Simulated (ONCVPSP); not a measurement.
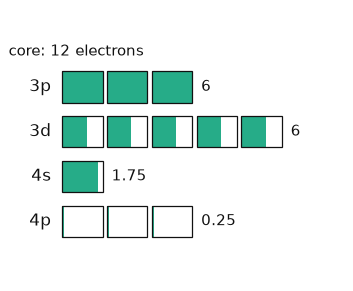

The valence shells of the reference configuration: a box for each of the 2l + 1 orbitals, shaded by the share of the shell that is filled, with the electron count at the right.

# Fe: pseudopotential generation (part 1 of 2)

Iron (Fe, Z = 26), core [Ne] 3s2, reference valence 3p6 3d6 4s1.75 4p0.25, valence charge 14. Computed at this level: ONCV potential, LDA (Perdew-Wang 92), fully relativistic, made with ONCVPSP 4.0.1.

## The input
```
# ATOM AND REFERENCE CONFIGURATION
# atsym  z   nc   nv     iexc    psfile
  Fe 26.00    4    4  -001012      upf
#
#   n    l    f
    1    0    2.00
    2    0    2.00
    2    1    6.00
    3    0    2.00
    3    1    6.00
    3    2    6.00
    4    0    1.75
    4    1    0.25
#
# PSEUDOPOTENTIAL AND OPTIMIZATION
# lmax
    2
#
#   l,   rc,      ep,       ncon, nbas, qcut
    0    2.35    0.00    3    7    2.70
    1    1.60    0.00    4    7    8.10
    2    1.40    0.00    4    8   10.00
#
# LOCAL POTENTIAL
# lloc, lpopt,  rc(5),   dvloc0
    4    5    1.35    6.00
#
# VANDERBILT-KLEINMAN-BYLANDER PROJECTORs
# l, nproj, debl
    0    2    3.00
    1    2    3.00
    2    3    2.90
#
# MODEL CORE CHARGE
# icmod, fcfact, rcfact
    0    0.00    0.00
#
# LOG DERIVATIVE ANALYSIS
# epsh1, epsh2, depsh
   -4.00    5.00    0.02
#
# OUTPUT GRID
# rlmax, drl
    6.00    0.01
#
# TEST CONFIGURATIONS
# ncnf
    4
# nvcnf
#   n    l    f
    4
    3    1    6.00
    3    2    6.00
    4    0    2.00
    4    1    0.00
#
    4
    3    1    6.00
    3    2    6.00
    4    0    1.00
    4    1    0.00
#
    4
    3    1    6.00
    3    2    6.00
    4    0    0.00
    4    1    0.00
#
    4
    3    1    6.00
    3    2    4.00
    4    0    0.00
    4    1    0.00
#
```

Hardware: 1 CPU thread, shared host.

Launched with:
```bash
oncvpspr.x < Fe.dat > Fe.out
```

## The program's output (extracts)
```
ONCVPSP  (Optimized Norm-Conservinng Vanderbilt PSeudopotential)
relativistic version 4.0.1

#   n    l    f        energy (Ha)
    1    0    2.00    -2.5659164D+02
    2    0    2.00    -3.0064432D+01
    2    1    6.00    -2.5507247D+01    -2.5964776D+01
    3    0    2.00    -3.4526895D+00
    3    1    6.00    -2.1999488D+00    -2.2570275D+00
    3    2    6.00    -2.9902029D-01    -3.0465786D-01
    4    0    1.75    -2.1228982D-01
    4    1    0.25    -6.0749567D-02    -6.2558477D-02

Reference configufation results
  iterations    29
  all-electron total energy (Ha)   -1.27017732D+03

Begin loop to  construct optimized pseudo wave functions
and semi-local pseudopoentials for all angular momenta

   Wellstate for l =  0  n =  6 kap= -1
     eigenvalue =   2.7877
     asymptotic potential =   3.2877
     half-point radius =  3.6775

Calculating optimized projector #   1

 for l=   0

    Fraction of norm inside rc  0.341883
    Optimizing pswf for qcut=   2.69 a_B^-1,  ecut=   3.63 Ha
    Residual kinetic energy error=  1.01D-03 Ha

    Energy error per electron        Cutoff
         Ha          eV             Ha
         0.01000     0.27211        2.08
         0.00100     0.02721        3.86
         0.00010     0.00272       21.20
         0.00001     0.00027       35.44

Calculating optimized projector #   2

 for l=   0

    Fraction of norm inside rc  0.182083
    Optimizing pswf for qcut=   2.69 a_B^-1,  ecut=   3.63 Ha
    Residual kinetic energy error=  2.15D-01 Ha

    Energy error per electron        Cutoff
         Ha          eV             Ha
         0.01000     0.27211       16.52
         0.00100     0.02721       33.51
         0.00010     0.00272       56.80

Calculating optimized projector #   1

 for l=   1

    Fraction of norm inside rc  0.962342
    Optimizing pswf for qcut=   8.11 a_B^-1,  ecut=  32.86 Ha
    Residual kinetic energy error=  1.55D-05 Ha

    Energy error per electron        Cutoff
         Ha          eV             Ha
         0.01000     0.27211       21.36
         0.00100     0.02721       26.06
         0.00010     0.00272       29.84
         0.00001     0.00027       37.22

Calculating optimized projector #   2

 for l=   1

    Fraction of norm inside rc  0.024777
    Optimizing pswf for qcut=   8.11 a_B^-1,  ecut=  32.86 Ha
    Residual kinetic energy error=  2.70D-06 Ha

    Energy error per electron        Cutoff
         Ha          eV             Ha
         0.01000     0.27211       13.70
         0.00100     0.02721       20.71
         0.00010     0.00272       26.16
         0.00001     0.00027       30.52

Calculating optimized projector #   1

 for l=   1

    Fraction of norm inside rc  0.964854
    Optimizing pswf for qcut=   8.11 a_B^-1,  ecut=  32.86 Ha
    Residual kinetic energy error=  1.71D-05 Ha

    Energy error per electron        Cutoff
         Ha          eV             Ha
         0.01000     0.27211       21.52
         0.00100     0.02721       26.21
         0.00010     0.00272       29.98
         0.00001     0.00027       38.72

Calculating optimized projector #   2

 for l=   1

    Fraction of norm inside rc  0.025992
    Optimizing pswf for qcut=   8.11 a_B^-1,  ecut=  32.86 Ha
    Residual kinetic energy error=  3.23D-06 Ha

    Energy error per electron        Cutoff
         Ha          eV             Ha
         0.01000     0.27211       14.00
         0.00100     0.02721       21.03
         0.00010     0.00272       26.45
         0.00001     0.00027       30.81

   Wellstate for l =  2  n =  5 kap= -3
     eigenvalue =   2.6010
     asymptotic potential =   3.1010
     half-point radius =  3.0734

   Wellstate for l =  2  n =  6 kap= -3
     eigenvalue =   5.5010
     asymptotic potential =   6.0010
     half-point radius =  2.8645

Calculating optimized projector #   1

 for l=   2

    Fraction of norm inside rc  0.738115
    Optimizing pswf for qcut=   9.99 a_B^-1,  ecut=  49.93 Ha
    Residual kinetic energy error=  7.80D-05 Ha

    Energy error per electron        Cutoff
         Ha          eV             Ha
         0.01000     0.27211       37.22
         0.00100     0.02721       43.48
         0.00010     0.00272       49.31
         0.00001     0.00027      116.62

Calculating optimized projector #   2

 for l=   2

    Fraction of norm inside rc  0.101400
    Optimizing pswf for qcut=   9.99 a_B^-1,  ecut=  49.93 Ha
    Residual kinetic energy error=  3.67D-04 Ha

    Energy error per electron        Cutoff
         Ha          eV             Ha
         0.01000     0.27211       38.86
         0.00100     0.02721       46.77
         0.00010     0.00272       72.94
         0.00001     0.00027      149.65

Calculating optimized projector #   3

 for l=   2

    Fraction of norm inside rc  0.115654
    Optimizing pswf for qcut=   9.99 a_B^-1,  ecut=  49.93 Ha
    Residual kinetic energy error=  1.93D-03 Ha

    Energy error per electron        Cutoff
         Ha          eV             Ha
         0.01000     0.27211       43.91
         0.00100     0.02721       52.60
         0.00010     0.00272       83.24
         0.00001     0.00027      151.08

   Wellstate for l =  2  n =  5 kap=  2
     eigenvalue =   2.5953

   Wellstate for l =  2  n =  6 kap=  2
     eigenvalue =   5.4993

Calculating optimized projector #   1

 for l=   2

    Fraction of norm inside rc  0.741607
    Optimizing pswf for qcut=   9.99 a_B^-1,  ecut=  49.93 Ha
    Residual kinetic energy error=  7.94D-05 Ha

    Energy error per electron        Cutoff
         Ha          eV             Ha
         0.01000     0.27211       37.27
         0.00100     0.02721       43.52
         0.00010     0.00272       49.36
         0.00001     0.00027      116.89

Calculating optimized projector #   2

 for l=   2

    Fraction of norm inside rc  0.101667
    Optimizing pswf for qcut=   9.99 a_B^-1,  ecut=  49.93 Ha
    Residual kinetic energy error=  3.73D-04 Ha

    Energy error per electron        Cutoff
         Ha          eV             Ha
         0.01000     0.27211       38.90
         0.00100     0.02721       46.81
         0.00010     0.00272       73.74
         0.00001     0.00027      149.83

Calculating optimized projector #   3

 for l=   2

    Fraction of norm inside rc  0.115986
    Optimizing pswf for qcut=   9.99 a_B^-1,  ecut=  49.93 Ha
    Residual kinetic energy error=  1.95D-03 Ha

    Energy error per electron        Cutoff
         Ha          eV             Ha
         0.01000     0.27211       43.97
         0.00100     0.02721       52.66
         0.00010     0.00272       83.50
         0.00001     0.00027      151.37

Construct Vanderbilt / Kleinmman-Bylander projectors

B matrix Hermiticity error, ll=  0  kap= -1
   1   2   -1.1856D-04

  Orthonormal projector coefficients  4.8647E+00  1.1252E+00

B matrix Hermiticity error, ll=  1  kap= -2
   1   2    1.1652D-04

  Orthonormal projector coefficients -7.4231E+00 -2.3690E+00

B matrix Hermiticity error, ll=  1  kap=  1
   1   2    1.2192D-04

  Orthonormal projector coefficients -7.5565E+00 -2.4277E+00

B matrix Hermiticity error, ll=  2  kap= -3
   1   2   -2.5437D-04
   1   3    3.1848D-04
   2   3    1.7156D-04

  Orthonormal projector coefficients -1.7828E+01 -1.0122E+01 -2.9710E+00

B matrix Hermiticity error, ll=  2  kap=  2
   1   2   -2.5575D-04
   1   3    3.2066D-04
   2   3    1.7213D-04

  Orthonormal projector coefficients -1.7863E+01 -1.0150E+01 -2.9831E+00

 Orthonormal scalar projector coefficients, l =  1
 -7.4675E+00 -2.3886E+00 -8.9578E-06 -1.9826E-06

 Orthonormal spin-orbit projector coefficients, l =  1
  9.6900E-02  3.2524E-02 -9.0739E-04 -4.4310E-04

 Orthonormal scalar projector coefficients, l =  2
 -1.7842E+01 -1.0133E+01 -2.9758E+00 -3.7860E-07 -2.0930E-07 -2.4433E-08

 Orthonormal spin-orbit projector coefficients, l =  2
  1.6584E-02  9.5571E-03  3.9836E-03 -2.1307E-04 -1.0455E-04 -2.1944E-05

Pseudoatom total energy  -87.284150

Diagnostic tests using Vanderbilt-Kleinman-Bylander pseudopotentials
  relativistic with J = L +/- 1/2 projectors

   l  kap   rcore       rmatch      e in        delta e    norm test   slope test

   0  -1   2.3628758   2.4346178  -0.2122898   0.0000299   1.0000693   1.0030526
   0  -1   2.3628758   2.4346178   2.7877102   0.0005467   1.0000508   1.0000508

   1  -2   1.6016667   1.6502967  -2.1999488  -0.0000009   1.0001741   1.0001717
   1   1   1.6016667   1.6502967  -2.2570275   0.0000001   1.0001819   1.0001723
   1  -2   1.6016667   1.6502967  -0.0607496   0.0000011   1.0000249   1.0000202
   1   1   1.6016667   1.6502967  -0.0625585   0.0000040   1.0000531   1.0000479

   2  -3   1.4041599   1.4467932  -0.2990203  -0.0000072   1.0001121   1.0001418
   2   2   1.4041599   1.4467932  -0.3046579   0.0000047   1.0001228   1.0001012
   2  -3   1.4041599   1.4467932   2.6009797   0.0000608   1.0002457   1.0002457
   2   2   1.4041599   1.4467932   2.5993428   0.0000682   1.0002449   1.0002449
   2  -3   1.4041599   1.4467932   5.5009797   0.0001127   1.0003447   1.0003447
   2   2   1.4041599   1.4467932   5.4992976   0.0001165   1.0003459   1.0003459

Diagnostic tests using Vanderbilt-Kleinman-Bylander pseudopotentials
  relativistic with scalar and spin-orbit non-local projectors

   l  kap   rcore       rmatch      e in        delta e    norm test   slope test

   0  -1   2.3628758   2.4346178  -0.2122898   0.0000299   1.0000693   1.0030526
   0  -1   2.3628758   2.4346178   2.7877102   0.0005467   1.0000508   1.0000508

   1  -2   1.6016667   1.6502967  -2.1999488  -0.0000007   1.0001743   1.0001720
   1   1   1.6016667   1.6502967  -2.2570275   0.0000003   1.0001821   1.0001725
   1  -2   1.6016667   1.6502967  -0.0607496   0.0000011   1.0000251   1.0000202
   1   1   1.6016667   1.6502967  -0.0625585   0.0000040   1.0000533   1.0000479

   2  -3   1.4041599   1.4467932  -0.2990203  -0.0000072   1.0001122   1.0001419
   2   2   1.4041599   1.4467932  -0.3046579   0.0000047   1.0001228   1.0001012
   2  -3   1.4041599   1.4467932   2.6009797   0.0000608   1.0002457   1.0002457
   2   2   1.4041599   1.4467932   2.5993428   0.0000682   1.0002448   1.0002448
   2  -3   1.4041599   1.4467932   5.5009797   0.0001128   1.0003447   1.0003447
   2   2   1.4041599   1.4467932   5.4992976   0.0001166   1.0003459   1.0003459

Ghost test for J = L + 1/2

 Testing for bound ghosts
   n   l    E NL Schr. Eq   E Basis Diag.   E Cutoff

   1   0       -0.212260       -0.208431     33.42

   2   1       -2.199950       -2.199940     87.48
   3   1       -0.060748        0.071464     87.48

   3   2       -0.299028       -0.294912    224.80

 Testing for highly-localized positive-energy ghosts
       l    <radius>/rc     E Basis Diag.   E Cutoff

       0        0.731438        3.832714     33.42  WARNING - GHOST(+)

Ghost test for J = L - 1/2

 Testing for bound ghosts
   n   l    E NL Schr. Eq   E Basis Diag.   E Cutoff

   1   0       -0.212260       -0.208431     33.42

   2   1       -2.257027       -2.257018     87.48
   3   1       -0.062554        0.066170     87.48

   3   2       -0.304653       -0.300684    224.80

 Testing for highly-localized positive-energy ghosts
       l    <radius>/rc     E Basis Diag.   E Cutoff

       0        0.731438        3.832714     33.42  WARNING - GHOST(+)

Test configuration 0

   n   l kap    f        eae           eps        diff
   1   0  -1  2.0000 -256.59164025
   2   0  -1  2.0000  -30.06443182
   2   1  -2  4.0000  -25.50724689
   2   1   1  2.0000  -25.96477580
   3   0  -1  2.0000   -3.45268951
   3   1  -2  4.0000   -2.19994880   -2.19994975   -9.47E-07
   3   1   1  2.0000   -2.25702755   -2.25702748    6.57E-08
   3   2  -3  3.6000   -0.29902029   -0.29902754   -7.25E-06
   3   2   2  2.4000   -0.30465786   -0.30465320    4.66E-06
   4   0  -1  1.7500   -0.21228982   -0.21225993    2.99E-05
   4   1  -2  0.1667   -0.06074957   -0.06074847    1.10E-06
   4   1   1  0.0833   -0.06255848   -0.06255445    4.03E-06

    Total energies and differences
      AE_ref= -1.27017732E+03  AE_tst= -1.27017732E+03  dif=  0.00E+00
      PS_ref= -8.72841500E+01  PS_tst= -8.72841500E+01  dif= -1.68E-10
      PSP excitation error=  1.68E-10

Test configuration 1

   n   l kap    f        eae           eps        diff
   1   0  -1  2.0000 -256.57468225
   2   0  -1  2.0000  -30.04833036
   2   1  -2  4.0000  -25.49109847
   2   1   1  2.0000  -25.94862156
   3   0  -1  2.0000   -3.43582555
   3   1  -2  4.0000   -2.18305120   -2.18345230   -4.01E-04
   3   1   1  2.0000   -2.24014131   -2.24054787   -4.07E-04
   3   2  -3  3.6000   -0.28266287   -0.28282681   -1.64E-04
   3   2   2  2.4000   -0.28828840   -0.28844195   -1.54E-04
   4   0  -1  2.0000   -0.20144590   -0.20135877    8.71E-05
   4   1  -2  0.0000   -0.05201397   -0.05201397    0.00E+00
   4   1   1  0.0000   -0.05376808   -0.05376808    0.00E+00

    Total energies and differences
      AE_ref= -1.27017732E+03  AE_tst= -1.27021478E+03  dif= -3.75E-02
      PS_ref= -8.72841500E+01  PS_tst= -8.73215893E+01  dif= -3.74E-02
      PSP excitation error= -1.73E-05

Test configuration 2

   n   l kap    f        eae           eps        diff
   1   0  -1  2.0000 -256.89326484
   2   0  -1  2.0000  -30.35995208
   2   1  -2  4.0000  -25.80330463
   2   1   1  2.0000  -26.26088502
   3   0  -1  2.0000   -3.75204274
   3   1  -2  4.0000   -2.49963865   -2.49854680    1.09E-03
   3   1   1  2.0000   -2.55664005   -2.55554464    1.10E-03
   3   2  -3  3.6000   -0.59574926   -0.59543554    3.14E-04
   3   2   2  2.4000   -0.60146043   -0.60113499    3.25E-04
   4   0  -1  1.0000   -0.46399159   -0.46423103   -2.39E-04
   4   1  -2  0.0000   -0.27605254   -0.27605254    0.00E+00
   4   1   1  0.0000   -0.27926972   -0.27926972    0.00E+00

    Total energies and differences
      AE_ref= -1.27017732E+03  AE_tst= -1.26988499E+03  dif=  2.92E-01
      PS_ref= -8.72841500E+01  PS_tst= -8.69917740E+01  dif=  2.92E-01
      PSP excitation error= -4.21E-05

Test configuration 3

psatom_r: WARNING lschvkbb convergence error n,l,kap,iter=   3   1  -2


ea(ii),et,emin,emax -7.151600E-02 -7.866760E-02 -7.866760E-02 -7.866760E-02
run_config_r: WARNING for fully non-local PS atom,
 WARNING no output for configuration 4

Test configuration 4

psatom_r: WARNING lschvkbb convergence error n,l,kap,iter=   3   1  -2


ea(ii),et,emin,emax -6.074847E-02 -6.682332E-02 -6.682332E-02 -6.682332E-02
run_config_r: WARNING for fully non-local PS atom,
 WARNING no output for configuration 5
```

(Continued in part 2.) Outcome of the run: generated.
